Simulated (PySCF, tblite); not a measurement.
# C₇H₁₀Si₂: geometry, infrared bands, NMR shifts and electronic excitations, part 1 of 2

Wanted: the infrared bands, NMR shifts and electronic excitations of C₇H₁₀Si₂ (`C#C[Si@H]1C=C[Si@@H](C)C=C1`), by calculation.

The runs use tblite 0.8.0 and PySCF 2.14.0, with density-fitted response routines of our own; the level of theory stands in each step. All values are computed, except where a source is named. Atoms are numbered from 0 throughout.

### 1 The starting structure

19 atoms, charge 0, multiplicity 1; geometry from: force field or distance geometry start.

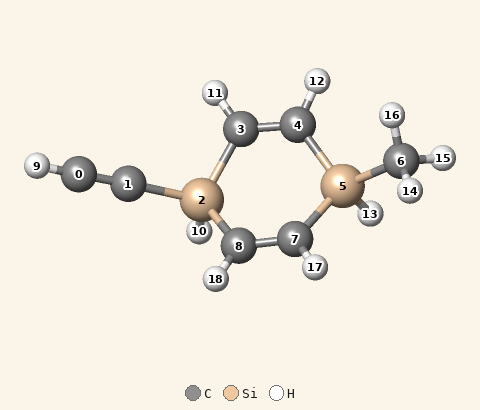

As it starts; carbon grey, silicon light orange, hydrogen white, atoms numbered; sticks join atoms by distance.

### 2 Geometry optimisation with GFN2-xTB

What the job is given:

```
{"job": {"kind": "relax", "xc": "GFN2-xTB", "basis": "xTB"}, "charge": 0, "multiplicity": 1}
C      4.162900     0.641800    -1.392400
C      3.186600     0.430500    -0.693900
Si     1.755900     0.091100     0.395600
C      0.588100     1.544400     0.261900
C     -0.724400     1.381300     0.322800
Si    -1.533300    -0.253400     0.497900
C     -3.159800    -0.306300    -0.412400
C     -0.391600    -1.538900    -0.143300
C      0.920800    -1.432200    -0.200600
H      4.980100     0.823600    -1.997400
H      2.191000    -0.118200     1.759000
H      1.062800     2.510100     0.161600
H     -1.331600     2.302200     0.244900
H     -1.797800    -0.503300     1.929600
H     -3.360900    -1.256000    -0.896200
H     -3.971900    -0.143400     0.374300
H     -3.227400     0.577000    -1.086500
H     -0.839000    -2.466600    -0.509900
H      1.479600    -2.274300    -0.607600
```

On the command line:

```console
$ OMP_NUM_THREADS=1 python probes_run.py task.json out
```

This one command runs all jobs of the session in turn.

Log:

```text
step      E/eV     max force
  0    -635.61801    2.434
  1    -635.62622    7.295
  2    -635.79410    1.329
  3    -635.83454    0.670
  4    -635.85817    0.302
  5    -635.88901    0.777
  6    -635.89685    0.229
  7    -635.90026    0.134
  8    -635.90301    0.240
  9    -635.90603    0.249
 10    -635.90890    0.173
 11    -635.91090    0.110
 12    -635.91196    0.074
 13    -635.91264    0.070
 14    -635.91335    0.074
 15    -635.91409    0.060
 16    -635.91459    0.053
 17    -635.91489    0.044
 18    -635.91515    0.047
 19    -635.91538    0.039
 20    -635.91555    0.027
 21    -635.91568    0.027
 22    -635.91584    0.041
 23    -635.91609    0.060
 24    -635.91640    0.059
 25    -635.91663    0.030
 26    -635.91677    0.029
 27    -635.91690    0.033
 28    -635.91710    0.056
 29    -635.91739    0.062
 30    -635.91766    0.039
 31    -635.91783    0.038
 32    -635.91794    0.032
 33    -635.91808    0.038
 34    -635.91830    0.043
 35    -635.91859    0.048
 36    -635.91891    0.062
 37    -635.91926    0.068
 38    -635.91972    0.068
 39    -635.92040    0.074
 40    -635.92131    0.078
 41    -635.92234    0.076
 42    -635.92333    0.089
 43    -635.92423    0.078
 44    -635.92403    0.203
 45    -635.92580    0.076
 46    -635.92658    0.059
 47    -635.92776    0.167
 48    -635.92855    0.054
 49    -635.92893    0.041
 50    -635.92935    0.122
 51    -635.92984    0.051
 52    -635.93030    0.051
 53    -635.93196    0.098
 54    -635.93270    0.131
 55    -635.93370    0.060
 56    -635.93421    0.057
 57    -635.93519    0.099
 58    -635.93601    0.091
 59    -635.93695    0.078
 60    -635.93809    0.050
 61    -635.93854    0.052
 62    -635.93908    0.053
 63    -635.93972    0.052
 64    -635.94017    0.041
 65    -635.94039    0.046
 66    -635.94059    0.045
 67    -635.94086    0.037
 68    -635.94121    0.031
 69    -635.94137    0.037
 70    -635.94147    0.027
 71    -635.94155    0.024
 72    -635.94164    0.032
 73    -635.94176    0.035
 74    -635.94189    0.031
 75    -635.94201    0.029
 76    -635.94211    0.018
 77    -635.94218    0.019
 78    -635.94224    0.019
 79    -635.94232    0.026
 80    -635.94242    0.027
 81    -635.94254    0.030
 82    -635.94265    0.023
 83    -635.94271    0.017
 84    -635.94275    0.018
 85    -635.94281    0.028
 86    -635.94292    0.040
 87    -635.94308    0.045
 88    -635.94324    0.032
 89    -635.94335    0.029
 90    -635.94341    0.022
 91    -635.94346    0.027
 92    -635.94352    0.024
 93    -635.94357    0.011
 94    -635.94360    0.012
 95    -635.94363    0.014
 96    -635.94366    0.018
 97    -635.94370    0.015
 98    -635.94372    0.007
```

Along the way: (not every step is listed)

```tsv
step	energy from step 0 (eV)	largest force (eV/Å)
0	0.0000	2.4340
1	-0.0082	7.2947
2	-0.1761	1.3286
3	-0.2165	0.6697
4	-0.2402	0.3018
5	-0.2710	0.7766
6	-0.2788	0.2287
7	-0.2822	0.1339
8	-0.2850	0.2401
16	-0.2966	0.0526
24	-0.2984	0.0589
32	-0.2999	0.0319
40	-0.3033	0.0783
48	-0.3105	0.0541
56	-0.3162	0.0567
64	-0.3222	0.0406
72	-0.3236	0.0316
80	-0.3244	0.0273
88	-0.3252	0.0319
93	-0.3256	0.0109
94	-0.3256	0.0121
95	-0.3256	0.0136
96	-0.3256	0.0184
97	-0.3257	0.0153
98	-0.3257	0.0073
```

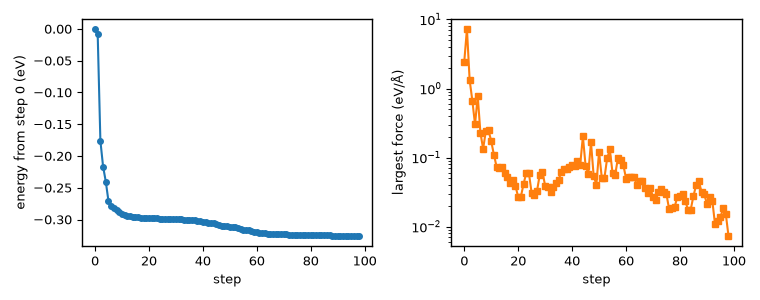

Energy and largest force along the relaxation.

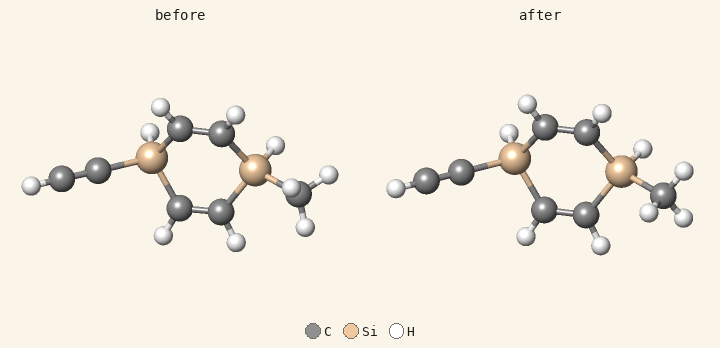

Before and after, at one scale.

Close pairs (by a distance rule), those that changed most:

```tsv
bond	before (Å)	after (Å)	change (Å)
C6–H15	1.142	1.086	-0.057
C4–Si5	1.832	1.885	+0.053
Si5–C7	1.835	1.885	+0.050
Si2–C8	1.837	1.883	+0.047
Si5–C6	1.865	1.901	+0.036
Si2–H10	1.446	1.475	+0.029
C6–H16	1.113	1.086	-0.027
C1–Si2	1.830	1.856	+0.026
```

The end geometry stands in the next job.

### 3 Vibrational analysis with GFN2-xTB

What the job is given:

```
{"job": {"kind": "ir", "xc": "GFN2-xTB", "basis": "xTB"}, "charge": 0, "multiplicity": 1}
C      4.124516     0.697213    -1.480489
C      3.211705     0.460010    -0.735051
Si     1.811460     0.088275     0.424609
C      0.605570     1.535123     0.405064
C     -0.716369     1.385791     0.447953
Si    -1.573923    -0.290549     0.542330
C     -3.189403    -0.267065    -0.459674
C     -0.403907    -1.593409    -0.155687
C      0.918354    -1.448112    -0.199164
H      4.922556     0.905613    -2.134464
H      2.365011    -0.122652     1.775469
H      1.028286     2.533792     0.349359
H     -1.346854     2.270312     0.426039
H     -1.870700    -0.605016     1.956120
H     -3.691924    -1.227952    -0.404941
H     -3.875351     0.481671    -0.075339
H     -3.011477    -0.046416    -1.508389
H     -0.845926    -2.506213    -0.545257
H      1.528572    -2.241165    -0.620783
```

Log:

```text
mode    cm-1     km/mol
  1      22.9      0.00
  2      83.2      0.10
  3      96.9      0.03
  4     115.5      0.03
  5     145.0      0.89
  6     167.6      2.43
  7     215.7      0.49
  8     255.0      6.57
  9     262.7     21.33
 10     289.1      3.71
 11     364.9      3.01
 12     415.2      0.01
 13     498.1     34.46
 14     569.7     46.13
 15     602.9     30.91
 16     606.2     32.44
 17     608.7      0.54
 18     622.3    117.73
 19     674.5     35.26
 20     678.0      0.66
 21     679.6      5.69
 22     692.9    210.25
 23     709.8    234.31
 24     737.1    111.03
 25     737.8    118.70
 26     772.7    110.82
 27     798.0    103.73
 28     829.0    130.16
 29     841.9    137.63
 30     959.2      0.02
 31     961.5      0.23
 32    1162.5     19.69
 33    1165.7      1.34
 34    1323.4      0.16
 35    1330.2     14.36
 36    1372.5      8.76
 37    1490.0      0.07
 38    1494.8      0.25
 39    1622.2      2.58
 40    1633.1      0.08
 41    2126.3    259.04
 42    2145.4    473.49
 43    2207.3     35.66
 44    2978.4    116.94
 45    2979.5      6.87
 46    3000.4     34.25
 47    3000.6    141.91
 48    3035.7     28.52
 49    3041.2     46.16
 50    3043.9     15.58
 51    3350.0      3.92
```

The strongest bands and the atoms that carry them (share of the mass-weighted mode):

```tsv
cm⁻¹	km/mol	atoms
693	210.2	H11 12 %, H12 12 %, H18 11 %, H9 11 %
710	234.3	Si2 18 %, C4 12 %, C7 12 %, H10 11 %
738	118.7	Si5 14 %, C7 13 %, Si2 11 %, H14 11 %
829	130.2	H16 37 %, C6 16 %, H14 16 %, H15 15 %
842	137.6	Si5 22 %, H15 22 %, H14 21 %, C6 11 %
2126	259.0	H13 92 %
2145	473.5	H10 92 %
3001	141.9	H18 56 %, H17 24 %
```

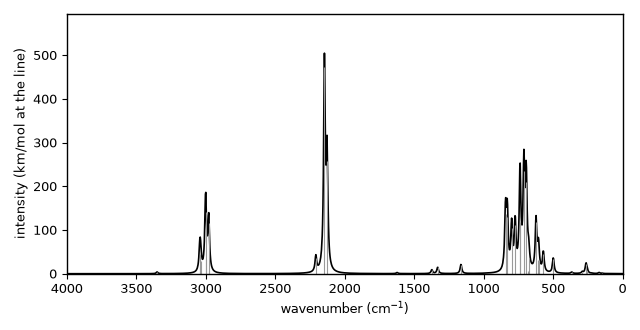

The infrared spectrum from these modes, unscaled. Lines are broadened to a width of 14 cm⁻¹ (Lorentzian).

### 4 Geometry optimisation at PBE0-D3(BJ)/def2-SVP

The job, as its differences from that of step 3:

```diff
@@ -1,2 +1,2 @@
-{"job": {"kind": "ir", "xc": "GFN2-xTB", "basis": "xTB"}, "charge": 0, "multiplicity": 1}
+{"job": {"xc": "PBE0", "basis": "def2-SVP", "d3": "d3bj", "grid": 1, "kind": "geom"}, "charge": 0, "multiplicity": 1}
 C      4.124516     0.697213    -1.480489
```

Log:

```text
step   0  E = -850.72691163  max force = 0.027005
step   1  E = -850.73076911  max force = 0.003775
step   2  E = -850.73098765  max force = 0.001421
step   3  E = -850.73118754  max force = 0.001325
step   4  E = -850.73142282  max force = 0.003198
step   5  E = -850.73172603  max force = 0.003849
step   6  E = -850.73194775  max force = 0.002454
step   7  E = -850.73206852  max force = 0.000502
step   8  E = -850.73208894  max force = 0.000372
step   9  E = -850.73209863  max force = 0.000396
optimisation converged
```

Wall time 5.3 min (1 thread, shared host).

Relaxation path:

```tsv
step	energy from step 0 (eV)	largest force component (eV/Å)
0	0.0000	1.3887
1	-0.1050	0.1941
2	-0.1109	0.0731
3	-0.1164	0.0681
4	-0.1228	0.1644
5	-0.1310	0.1979
6	-0.1370	0.1262
7	-0.1403	0.0258
8	-0.1409	0.0191
9	-0.1411	0.0204
```

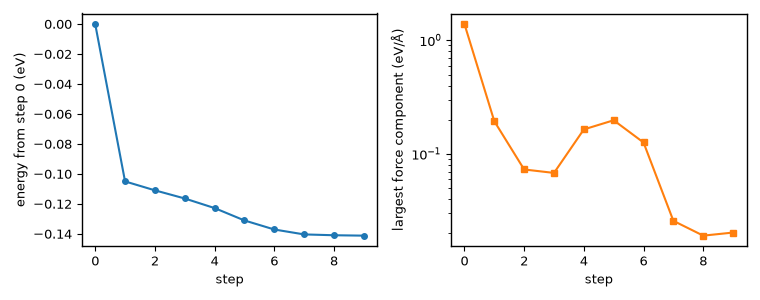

Energy and force, step by step.

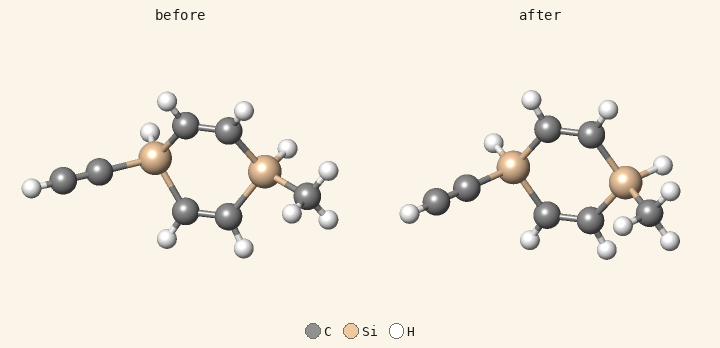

The geometry before (left) and after (right).

Close pairs (by a distance rule), those that changed most:

```tsv
bond	before (Å)	after (Å)	change (Å)
C0–H9	1.053	1.076	+0.023
Si5–H13	1.478	1.500	+0.021
Si2–H10	1.475	1.496	+0.021
Si5–C6	1.901	1.880	-0.021
C6–H14	1.086	1.101	+0.016
C7–C8	1.331	1.346	+0.015
C6–H15	1.086	1.101	+0.015
C3–C4	1.331	1.346	+0.015
```

The next job starts from the end point, and lists it.

```tsv
at the end point	value
point group (found at 0.08 Å tolerance)	Cs
rotational constants (GHz, main isotopes)	2.077, 0.708, 0.673
dipole moment (D)	1.08
```

### 5 Nuclear shieldings: PBE0/pcSseg-1

What the job is given:

```
{"job": {"kind": "nmr", "xc": "PBE0", "basis": "pcSseg-1"}, "charge": 0, "multiplicity": 1}
C      3.515082     0.775934    -2.001054
C      2.855234     0.502310    -1.015298
Si     1.836001     0.096051     0.463543
C      0.608192     1.470190     0.783041
C     -0.726568     1.301261     0.835300
Si    -1.631993    -0.316077     0.548256
C     -2.802371    -0.154991    -0.914214
C     -0.386662    -1.683914     0.236940
C      0.949516    -1.526818     0.185451
H      4.100962     1.016721    -2.870493
H      2.785464    -0.024086     1.613712
H      1.018691     2.477904     0.944710
H     -1.347229     2.187308     1.041533
H     -2.437132    -0.651795     1.768356
H     -3.347381    -1.096139    -1.087307
H     -3.544732     0.639495    -0.740402
H     -2.240280     0.091209    -1.828157
H     -0.790152    -2.693276     0.060828
H      1.576199    -2.404754    -0.030930
```

Level: GIAO PBE0/pcSseg-1 NMR shielding, non-relativistic, gas phase.

Log:

```text
coarse grid: 17056 points
cycle   1  E = -850.9058552990  dE =  8.458e-01  |g| = 5.460e-01  |ddm| = 4.146e+00
cycle   2  E = -850.8920021049  dE =  1.385e-02  |g| = 5.890e-01  |ddm| = 1.068e+00
cycle   3  E = -850.9801362752  dE = -8.813e-02  |g| = 1.275e-01  |ddm| = 5.836e-01
cycle   4  E = -850.9836112276  dE = -3.475e-03  |g| = 5.290e-02  |ddm| = 1.139e-01
cycle   5  E = -850.9842941405  dE = -6.829e-04  |g| = 1.386e-02  |ddm| = 4.872e-02
cycle   6  E = -850.9843428476  dE = -4.871e-05  |g| = 4.599e-03  |ddm| = 1.667e-02
cycle   7  E = -850.9843483023  dE = -5.455e-06  |g| = 1.204e-03  |ddm| = 4.661e-03
final grid: 156032 points
cycle   8  E = -851.0398291473  dE = -2.683e-05  |g| = 8.094e-03  |ddm| = 3.101e-02
cycle   9  E = -851.0398227134  dE =  6.434e-06  |g| = 9.496e-03  |ddm| = 1.575e-02
cycle  10  E = -851.0398464860  dE = -2.377e-05  |g| = 1.290e-03  |ddm| = 8.818e-03
cycle  11  E = -851.0398468601  dE = -3.741e-07  |g| = 4.845e-04  |ddm| = 1.350e-03
cycle  12  E = -851.0398469173  dE = -5.719e-08  |g| = 1.587e-04  |ddm| = 4.925e-04
cycle  13  E = -851.0398469230  dE = -5.683e-09  |g| = 5.854e-05  |ddm| = 1.399e-04
cycle  14  E = -851.0398469239  dE = -8.365e-10  |g| = 1.322e-05  |ddm| = 5.390e-05
converged SCF energy = -851.0398469239

GIAO shielding tensors (ppm)
atom      isotropic    diamagn.    paramagn.     s11        s22        s33       span
  0 C       80.600     261.597    -180.997     -3.307      0.043    245.065    248.372
  1 C       97.733     260.041    -162.308      1.286      1.718    290.196    288.910
  2 Si     427.511     881.671    -454.159    414.825    418.915    448.794     33.969
  3 C       31.207     260.359    -229.152    -87.403      9.444    171.579    258.982
  4 C       25.527     261.091    -235.564    -97.121      0.494    173.209    270.330
  5 Si     399.811     882.588    -482.777    374.422    404.354    420.657     46.234
  6 C      187.463     254.279     -66.816    186.550    186.697    189.143      2.593
  7 C       25.662     261.060    -235.398    -96.910      0.657    173.238    270.148
  8 C       31.119     260.364    -229.246    -87.507      9.333    171.532    259.039
  9 H       28.957      32.098      -3.141     24.069     24.110     38.690     14.621
 10 H       26.544      26.969      -0.426     23.343     24.951     31.337      7.994
 11 H       24.134      29.699      -5.565     22.165     23.576     26.660      4.495
 12 H       24.015      30.652      -6.637     21.822     23.449     26.774      4.952
 13 H       26.715      28.846      -2.130     23.840     24.707     31.598      7.757
 14 H       30.918      28.843       2.075     26.633     28.014     38.107     11.474
 15 H       30.918      28.892       2.026     26.634     28.011     38.108     11.474
 16 H       31.086      32.510      -1.424     26.692     29.415     37.151     10.459
 17 H       24.020      30.552      -6.532     21.836     23.449     26.775      4.939
 18 H       24.132      29.599      -5.467     22.154     23.581     26.660      4.506
```

Wall time 74 s (1 thread, shared host).

The references, computed at this level on geometries of the same kind, shield at (ppm): ¹H TMS 31.27, ¹³C TMS 184.4, ²⁹Si TMS 352.0. Their shielding less the atom's gives the shift. The references are single molecules in the gas phase. Atoms listed in one row are averaged.

```tsv
atoms	environment	σ (ppm)	δ (ppm)	δ scaled to CDCl3
C4, C7	alkene CH	25.6	158.8	153.7
C3, C8	alkene CH	31.2	153.2	148.3
C0	terminal alkyne carbon	80.6	103.8	100.3
C1	alkyne carbon	97.7	86.7	83.7
C6	methyl carbon bonded to Si	187.5	-3.1	-3.5
H12, H17	hydrogen on an alkene CH	24.02	7.25	7.09
H11, H18	hydrogen on an alkene CH	24.13	7.13	6.98
H10	hydrogen on a silicon bonded to 3 C, in a 6-membered ring	26.54	4.72	–
H13	hydrogen on a silicon bonded to 3 C, in a 6-membered ring	26.72	4.55	–
H9	hydrogen on a terminal alkyne carbon	28.96	2.31	2.41
H14, H15, H16	hydrogen on a methyl carbon bonded to Si	30.97	0.29	0.49
Si5	silicon bonded to 3 C, H, in a 6-membered ring	399.8	-47.8	–
Si2	silicon bonded to 3 C, H, in a 6-membered ring	427.5	-75.5	–
```

The scaled column applies a straight-line fit of computed shieldings to shifts measured in CDCl3 (root-mean-square error 0.21 ppm for H, 2.0 ppm for C).

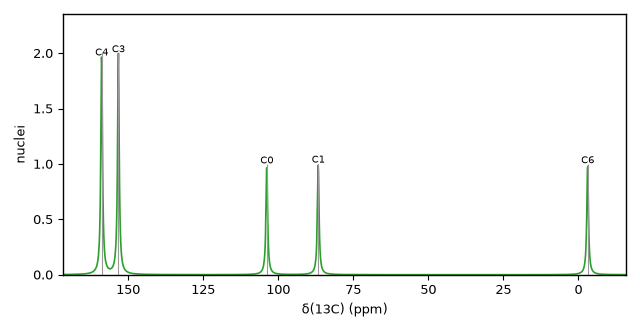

¹³C lines at the computed shifts, without couplings. Lines are broadened to a width of 0.65 ppm (Lorentzian).

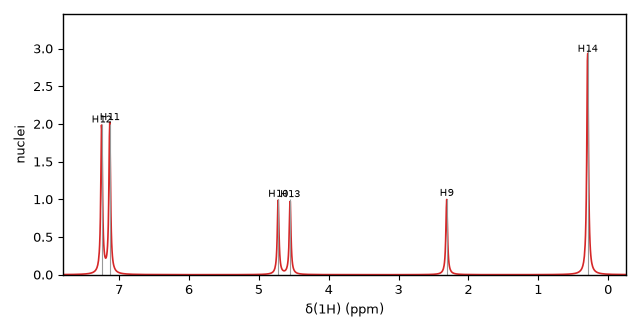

¹H lines at the computed shifts, without couplings. Lines are broadened to a width of 0.03 ppm (Lorentzian).

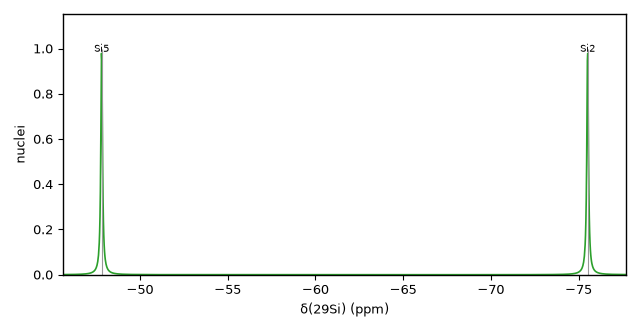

²⁹Si lines at the computed shifts, without couplings. Lines are broadened to a width of 0.11 ppm (Lorentzian).

Charges from the same density, by scheme (e):

```tsv
atoms	Mulliken	IAO	Hirshfeld	ESP fit
C0	-0.21	-0.19	-0.09	-0.37
C1	-0.19	-0.33	-0.16	-0.12
Si2	0.94	0.92	0.36	0.43
C3, C8	-0.42	-0.40	-0.13	-0.20
C4, C7	-0.42	-0.40	-0.13	-0.44
Si5	0.88	0.91	0.36	0.87
C6	-0.63	-0.71	-0.21	-0.67
```

Hirshfeld charges:

C0 -0.09; C1 -0.16; Si2 0.36; C3 -0.13; C4 -0.13; Si5 0.36; C6 -0.21; C7 -0.13; C8 -0.13; H9 0.10; H10 -0.08; H11 0.04; H12 0.04; H13 -0.09; H14 0.04; H15 0.04; H16 0.04; H17 0.04; H18 0.04

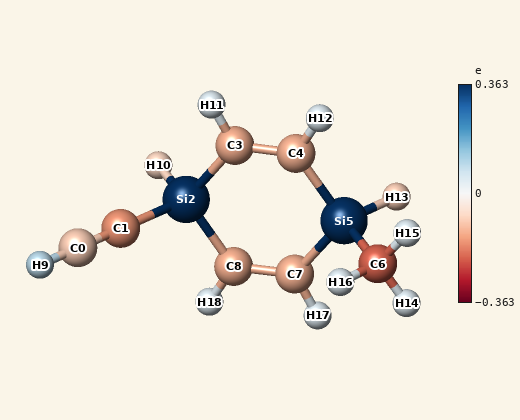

Hirshfeld charges, as colours on the atoms.

Mayer bond orders: C0–C1 2.57, C1–Si2 0.89, Si2–C3 0.89, C3–C4 1.94, C4–Si5 0.88, Si5–C6 0.96, Si5–C7 0.88, C7–C8 1.94, C8–Si2 0.89.

Ring of atoms Si2, C3, C4, Si5, C7, C8: NICS(0) 1.2, NICS(1) -0.6, NICS(1)zz 4.8 ppm (means of both faces).

(Continued in part 2 of 2.)
